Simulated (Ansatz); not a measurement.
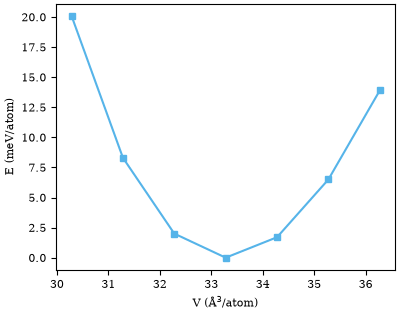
Figure: TlBr (CsCl type, Pm-3m) under volume change, the program Ansatz at the PBE level (PAW), scaled uniformly.

### Question
What does a third-order Birch–Murnaghan fit give for V₀, B₀ and B′?

### Answer
V₀ = 33.28 Å³/atom, B₀ = 19.7 GPa, B′ = 5.1.

The PBE relaxation kept the symmetry of its start. Spin–orbit coupling is left out wherever it is not named.

Potentials: the later of the program's two PAW sets.
